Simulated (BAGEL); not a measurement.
# C2BeN2 (Be(CN)2) at HF/6-31G(d) (density fitting with qzvpp-jkfit, spherical functions)

Aim: the electronic atomisation energy of C2BeN2 (Be(CN)2) at HF/6-31G* (density fitting with qzvpp-jkfit, spherical functions), from 4 runs. 

The calculation is run with BAGEL 1.2.2.

24 further runs of the same task are left out: 10 that didn't finish, 14 set aside as unsound or not needed.

**1. Starting point**

C2BeN2: 5 atoms, total charge 0, spin state singlet. As SMILES, `N#[C][Be][C]#N`. Geometry: a GFN2-xTB relaxation, a rough one for these elements and not checked as a minimum.

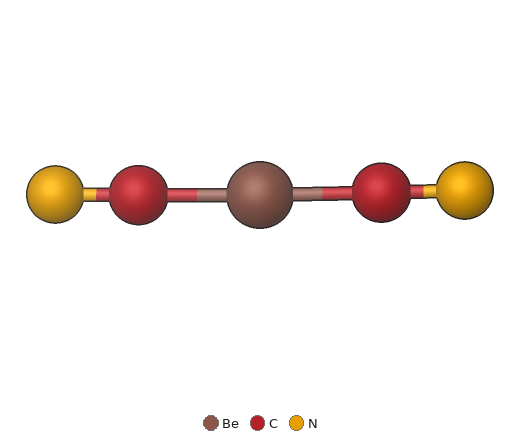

The structure, seen from a chosen angle (beryllium brown, carbon red, nitrogen amber).

**2. The energy at HF/6-31G(d) (density fitting with qzvpp-jkfit, spherical functions)**

hf.json

```json
{ "bagel": [

{
  "title": "molecule",
  "basis": "6-31gs.json",
  "df_basis": "qzvpp-jkfit",
  "angstrom": true,
  "geometry": [
    { "atom": "Be", "xyz": [    0.015020,    0.015380,   -0.000290 ] },
    { "atom": "C", "xyz": [    0.011410,    0.012400,    1.677580 ] },
    { "atom": "N", "xyz": [   -0.001630,    0.009090,    2.827150 ] },
    { "atom": "C", "xyz": [   -0.003210,   -0.007740,   -1.677530 ] },
    { "atom": "N", "xyz": [   -0.021590,   -0.029130,   -2.826920 ] }
  ]
},
{
  "title": "hf"
},
{
  "title": "print",
  "file": "orbitals.molden",
  "orbitals": true
}

]}
```

The basis set 6-31G* is read from a file made from the Basis Set Exchange's data (not shown).

On the command line:

```sh
$ BAGEL_NUM_THREADS=1 BAGEL hf.json > hf.out
```

Log:

```text
* using 1 threads per process

  ===============================================================
  ===============================================================

  *** Geometry ***

  { "atom" : "Be", "xyz" : [      0.028384,      0.029064,     -0.000548 ] },
  { "atom" : "C", "xyz" : [      0.021562,      0.023433,      3.170167 ] },
  { "atom" : "N", "xyz" : [     -0.003080,      0.017178,      5.342539 ] },
  { "atom" : "C", "xyz" : [     -0.006066,     -0.014626,     -3.170072 ] },
  { "atom" : "N", "xyz" : [     -0.040799,     -0.055048,     -5.342105 ] },

  Number of auxiliary basis functions:      355

  Since a DF basis is specified, we compute 2- and 3-index integrals:
    o Being stored without compression. Storage requirement is 0.014 GB

  Number of basis functions:       70
  Number of electrons      :       30

    * METHOD: MOLECULE                             0.08

  *** RHF ***

  === Nuclear Repulsion ===
    84.4159017452

      * DIIS with orbital gradients will be used.

  === RHF iteration (6-31gs.json) ===
      0       -198.92945775          0.03387344           0.02
      1       -198.99244436          0.03391125           0.02
      2       -199.29479639          0.00238588           0.02
[... 9 lines of this table left out ...]
     12       -199.29802779          0.00000001           0.02
    * SCF iteration converged.

    * Permanent dipole moment:
           (   -0.036655,    -0.037270,     0.001041) a.u.

    * METHOD: HF                                   0.30

    * METHOD: PRINT                                0.01

  ===============================================================
```

It took 0.75 s on 1 thread of Intel Xeon 6975P-C (Granite Rapids), shared host; peak memory 0.08 GiB.

**3. The Be atom at the same level**

input.json

```json
{ "bagel" : [

{
  "title" : "molecule",
  "basis" : "6-31gs.json",
  "df_basis" : "qzvpp-jkfit",
  "angstrom" : "true",
  "geometry" : [
    { "atom" : "Be", "xyz" : [       0.000000,       0.000000,       0.000000 ] }
  ]
},

{ "title" : "hf" },

{ "title" : "print", "file" : "orbitals.molden", "orbitals" : "true" }

]}
```

The basis set 6-31G* is read from a file made from the Basis Set Exchange's data (not shown).

On the command line:

```sh
$ BAGEL_NUM_THREADS=1 BAGEL input.json > input.out
```

Log:

```text
* using 1 threads per process

  ===============================================================
  ===============================================================

  *** Geometry ***

  { "atom" : "Be", "xyz" : [      0.000000,      0.000000,      0.000000 ] },

  Number of auxiliary basis functions:       51

  Since a DF basis is specified, we compute 2- and 3-index integrals:
    o Being stored without compression. Storage requirement is 0.000 GB

  Number of basis functions:       14
  Number of electrons      :        4

    * METHOD: MOLECULE                             0.01

  *** RHF ***

  === Nuclear Repulsion ===
     0.0000000000

      * DIIS with orbital gradients will be used.

  === RHF iteration (6-31gs.json) ===
      0        -14.56611276          0.00134340           0.00
      1        -14.56673512          0.00029862           0.00
      2        -14.56676699          0.00000081           0.00
      3        -14.56676699          0.00000003           0.00
      4        -14.56676699          0.00000000           0.00
    * SCF iteration converged.

    * Permanent dipole moment:
           (   -0.000000,    -0.000000,    -0.000000) a.u.

    * METHOD: HF                                   0.01

    * METHOD: PRINT                                0.00

  ===============================================================
```

Wall time 0.36 s (1 thread of Intel Xeon 6975P-C (Granite Rapids), shared host); peak memory 0.08 GiB.

**4. The C atom**

calc.json

```json
{ "bagel": [

{
  "title": "molecule",
  "basis": "6-31gs.json",
  "df_basis": "qzvpp-jkfit",
  "angstrom": true,
  "geometry": [
    { "atom": "C", "xyz": [    0.000000,    0.000000,    0.000000 ] }
  ]
},
{ "title": "uhf", "nopen": 2 },
{ "title": "print", "file": "orbitals.molden", "orbitals": true }

]}
```

The basis set 6-31G* is read from a file made from the Basis Set Exchange's data (not shown).

Run the same way, it converges to -37.68057 Eh (log not shown).

**5. The N atom**

input.json

```json
{ "bagel": [

{
  "title": "molecule",
  "basis": "6-31gs.json",
  "df_basis": "qzvpp-jkfit",
  "angstrom": true,
  "geometry": [
    { "atom": "N", "xyz": [       0.000000,       0.000000,       0.000000 ] }
  ]
},

{
  "title": "uhf",
  "nopen": 3
},

{
  "title": "print",
  "file": "orbitals.molden",
  "orbitals": true
}

]}
```

The basis set 6-31G* is read from a file made from the Basis Set Exchange's data (not shown).

Run the same way, it converges to -54.38500 Eh (log not shown).

**6. Results**

At HF/6-31G* (density fitting with qzvpp-jkfit, spherical functions):

```
                     quantity          value
       molecule: total energy  -199.29803 Eh
      molecule: dipole moment         0.13 D
        molecule: HOMO energy      -13.35 eV
        molecule: LUMO energy        0.53 eV
      molecule: HOMO–LUMO gap       13.87 eV
        Be atom: total energy   -14.56677 Eh
       Be atom: dipole moment         0.00 D
         Be atom: HOMO energy       -8.20 eV
         Be atom: LUMO energy        2.24 eV
       Be atom: HOMO–LUMO gap       10.44 eV
         C atom: total energy   -37.68057 Eh
        C atom: dipole moment         0.00 D
                 C atom: ⟨S²⟩          2.005
         N atom: total energy   -54.38500 Eh
        N atom: dipole moment         0.00 D
                 N atom: ⟨S²⟩          3.755
electronic atomisation energy      16.330 eV
```

In words: Taking the molecule apart into free atoms costs 16.33 eV (1576 kJ/mol), before zero-point energy and without spin-orbit coupling. Hartree–Fock lacks the correlation of the bonding pairs, which as a rule makes this value much too low; in minimal bases other errors can mask that.
